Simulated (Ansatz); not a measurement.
C2H3BF: several calculations on one system

## 1. Relaxation

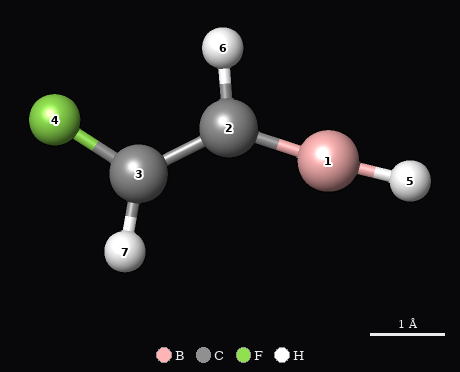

C2H3BF (multiplicity 2), before the relaxation. The picture is a ball-and-stick view, seen face on.

The run prepares an end point of a later path (hydrogen shift) calculation, from a guessed geometry.

Theory: UKS PBE0/def2-SVP (Ansatz 0.2.0).

Input
```yaml
crystal:
  periodic: [false, false, false]
  atoms:
    - { symbol: B, position_ang: [-0.96918, 0.78232, -0.9058] }
    - { symbol: C, position_ang: [-0.04915, 0.35227, 0.09746] }
    - { symbol: C, position_ang: [0.58971, -0.82691, 0.3853] }
    - { symbol: F, position_ang: [1.43106, -0.91024, 1.44394] }
    - { symbol: H, position_ang: [-1.71339, 1.20535, -1.66531] }
    - { symbol: H, position_ang: [0.20704, 1.15139, 0.79637] }
    - { symbol: H, position_ang: [0.50392, -1.75418, -0.15197] }
magnetization:
  spin_polarized: true
  initial_magnetization: 1
basis:
  gaussian: { orbitals: def2-SVP }
hamiltonian:
  xc: pbe0
relax:
  f_tol: 0.02
  max_steps: 50
output:
  orbitals: {}
```

Run as
```bash
ansatz run input.yaml --threads 2 --pin off --max-ram 3072MiB --backend cpu --events-out ev --progress --plain --runs-dir out
```

**What does the optimiser find from here?**

The atom that moves furthest after the best rigid fit is B1 (0.38 Å). By element the largest moves are B 0.38 Å, H 0.24 Å, C 0.05 Å, F 0.04 Å. Near-neighbour distances that change, for instance: B1–C2 1.428 → 1.517 Å, B1–H5 1.144 → 1.205 Å, C3–F4 1.355 → 1.316 Å, C2–C3 1.372 → 1.345 Å. Among the angles between lasting bonds that change: C2–B1–H5 175.5° → 130.0°, B1–C2–C3 135.0° → 118.5°, B1–C2–H6 112.4° → 124.5°. After 26 accepted moves (31 points after the start) the energy has fallen by 0.261 eV. The largest force component goes from 0.83 to 0.0046 eV/Å. The line search rejected the trial steps at points 9, 13, 24, 27, 30 of the run. The forces were under the threshold at step 5, but the run went on from there.

Step by step:

```json
{"step": "0", "E − E(0), eV": "0.0000", "largest force component, eV/Å": "0.8335", "note": ""}
{"step": "1", "E − E(0), eV": "-0.0409", "largest force component, eV/Å": "0.3525", "note": ""}
{"step": "2", "E − E(0), eV": "-0.0457", "largest force component, eV/Å": "0.0531", "note": ""}
{"step": "3", "E − E(0), eV": "-0.0460", "largest force component, eV/Å": "0.0410", "note": ""}
{"step": "4", "E − E(0), eV": "-0.0462", "largest force component, eV/Å": "0.0211", "note": ""}
{"step": "5", "E − E(0), eV": "-0.0463", "largest force component, eV/Å": "0.0079", "note": ""}
{"step": "6", "E − E(0), eV": "-0.0464", "largest force component, eV/Å": "0.0098", "note": ""}
{"step": "7", "E − E(0), eV": "-0.0464", "largest force component, eV/Å": "0.0090", "note": ""}
{"step": "8", "E − E(0), eV": "-0.0465", "largest force component, eV/Å": "0.0278", "note": ""}
{"step": "9", "E − E(0), eV": "-0.0024", "largest force component, eV/Å": "1.1003", "note": "rejected"}
{"step": "10", "E − E(0), eV": "-0.0486", "largest force component, eV/Å": "0.0361", "note": ""}
{"step": "11", "E − E(0), eV": "-0.0564", "largest force component, eV/Å": "0.3734", "note": ""}
{"step": "12", "E − E(0), eV": "-0.0614", "largest force component, eV/Å": "0.5774", "note": ""}
{"step": "13", "E − E(0), eV": "-0.0563", "largest force component, eV/Å": "0.5448", "note": "rejected"}
{"step": "14", "E − E(0), eV": "-0.0749", "largest force component, eV/Å": "0.0905", "note": ""}
{"step": "16", "E − E(0), eV": "-0.0778", "largest force component, eV/Å": "0.0929", "note": ""}
{"step": "17", "E − E(0), eV": "-0.0785", "largest force component, eV/Å": "0.0516", "note": ""}
{"step": "18", "E − E(0), eV": "-0.0792", "largest force component, eV/Å": "0.0439", "note": ""}
{"step": "19", "E − E(0), eV": "-0.0808", "largest force component, eV/Å": "0.0851", "note": ""}
{"step": "20", "E − E(0), eV": "-0.0858", "largest force component, eV/Å": "0.1857", "note": ""}
{"step": "21", "E − E(0), eV": "-0.1034", "largest force component, eV/Å": "0.4128", "note": ""}
{"step": "22", "E − E(0), eV": "-0.1543", "largest force component, eV/Å": "0.7472", "note": ""}
{"step": "23", "E − E(0), eV": "-0.1583", "largest force component, eV/Å": "1.2407", "note": ""}
{"step": "24", "E − E(0), eV": "-0.1293", "largest force component, eV/Å": "1.6812", "note": "rejected"}
{"step": "25", "E − E(0), eV": "-0.2470", "largest force component, eV/Å": "0.2661", "note": ""}
{"step": "27", "E − E(0), eV": "-0.2526", "largest force component, eV/Å": "0.1587", "note": "rejected"}
{"step": "28", "E − E(0), eV": "-0.2590", "largest force component, eV/Å": "0.3115", "note": ""}
{"step": "29", "E − E(0), eV": "-0.2608", "largest force component, eV/Å": "0.0672", "note": ""}
{"step": "30", "E − E(0), eV": "-0.2604", "largest force component, eV/Å": "0.1094", "note": "rejected"}
{"step": "31", "E − E(0), eV": "-0.2610", "largest force component, eV/Å": "0.0046", "note": ""}
```

The structure at the end:

```xyz
7

B    -0.9736    0.4332   -1.0652
C    -0.0374    0.3825    0.1278
C     0.5864   -0.7758    0.4051
F     1.4167   -0.9243    1.4146
H    -1.6288    1.3481   -1.4970
H     0.1725    1.2330    0.7915
H     0.4643   -1.6968   -0.1768
```

After the run, drawn alike:

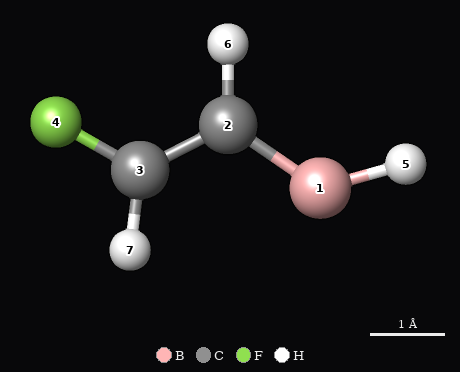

## 2. Relaxation

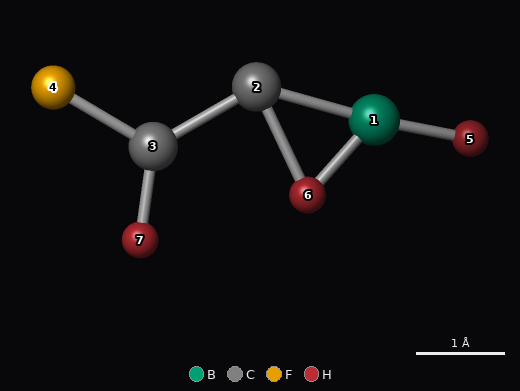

C₂H₃BF (multiplicity 2), before the relaxation. Style: ball-and-stick. Shown at a tilt.

The run prepares an end point of a later path (hydrogen shift) calculation, from a guessed geometry.

These are results of UKS PBE0/def2-SVP (Ansatz), not measurements.

The input:
```yaml
crystal:
  periodic: [false, false, false]
  atoms:
    - { symbol: B, position_ang: [-0.96918, 0.78232, -0.9058] }
    - { symbol: C, position_ang: [-0.04915, 0.35227, 0.09746] }
    - { symbol: C, position_ang: [0.58971, -0.82691, 0.3853] }
    - { symbol: F, position_ang: [1.43106, -0.91024, 1.44394] }
    - { symbol: H, position_ang: [-1.71339, 1.20535, -1.66531] }
    - { symbol: H, position_ang: [-0.48774, -0.27697, -1.02836] }
    - { symbol: H, position_ang: [0.50392, -1.75418, -0.15197] }
magnetization:
  spin_polarized: true
  initial_magnetization: 1
basis:
  gaussian: { orbitals: def2-SVP }
hamiltonian:
  xc: pbe0
relax:
  f_tol: 0.02
  max_steps: 50
output:
  orbitals: {}
```

Run as
```bash
ansatz run input.yaml --threads 2 --pin off --max-ram 3072MiB --backend cpu --events-out ev --progress --plain --runs-dir out
```

> Where does the relaxation end?

The energy falls by 1.933 eV in 16 geometry steps. Largest force component: 3.3 eV/Å at the start, 0.0053 eV/Å at the end. H5 moves most after the best rigid fit: 1.16 Å. By element the largest moves are H 1.16 Å, C 1.07 Å, F 0.94 Å, B 0.37 Å. Near-neighbour distances that change, for instance: B1–H6 1.170 → 2.184 Å, C2–H6 1.362 → 1.099 Å, B1–H5 1.144 → 1.196 Å, B1–C2 1.428 → 1.475 Å. Bonds break, among them: B1–H6 (1.17 → 2.18 Å). Among the angles between lasting bonds that change: B1–C2–H6 49.5° → 115.3°, C3–C2–H6 85.8° → 115.3°, C2–B1–H5 175.5° → 146.4°. The run took 26 s on 2 threads of Intel(R) Xeon(R) Platinum 8488C (Sapphire Rapids), with other jobs on the host, peak memory 0.18 GiB.

Final geometry:

```xyz
7

B    -0.7200    1.0495   -0.8384
C    -0.2242   -0.3334   -0.7041
C     0.5233   -0.8837    0.2852
F     0.8360   -0.1809    1.3758
H    -1.6357    1.8003   -0.6692
H    -0.4123   -0.9859   -1.5688
H     0.9381   -1.8942    0.2947
```

After the run, drawn alike:

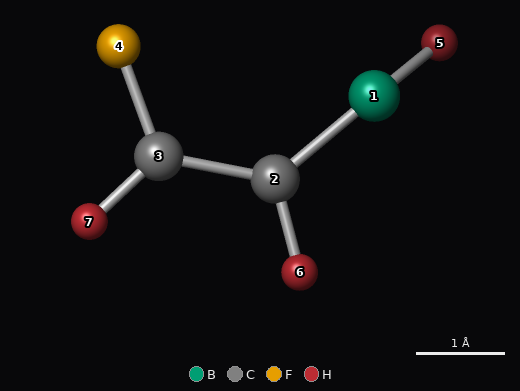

## 3. Path

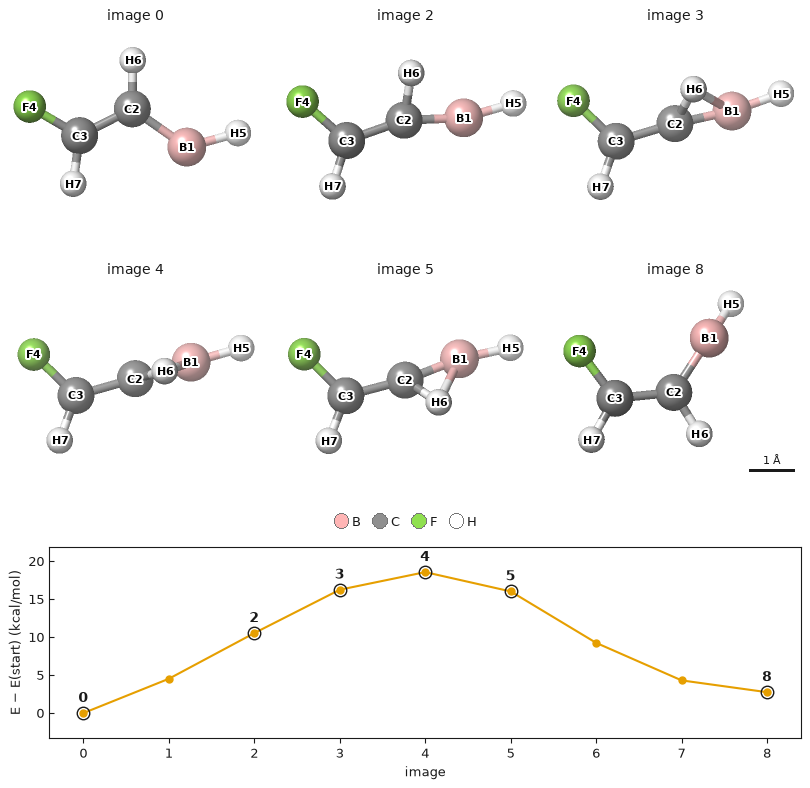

A search for the minimum-energy path of C2H3BF (multiplicity 2) by the nudged elastic band. Images are numbered from 0 (start) to 8 (end). The picture is a ball-and-stick view, seen face on.

These are results of UKS PBE0/def2-SVP (Ansatz), not measurements. Set-up: 7 movable images; climbing image; force threshold 0.03 eV/Å; iteration limit 60; starting path through a guess of the saddle point.

Read off the barrier and say what moves.

Answer. Forward barrier 18.6 kcal/mol, backward barrier 15.8 kcal/mol, with image 4 at the top; the reaction energy is +2.8 kcal/mol. The motion is an edge inversion through a T-shaped arrangement: the angle B1–C2–C3 opens from 119° to 173° on the way. No bond forms or breaks between the ends. Among the angles between lasting bonds that change up to the highest image: B1–C2–H6 124.5° → 69.1°, B1–C2–C3 118.5° → 173.5°. The band converged in 18 iterations. The largest component of the band force went from 170 to 0.029 eV/Å. The climbing image converged on the top of the path. Its vibrational analysis gives one imaginary mode (350i cm⁻¹), as a transition state must have.
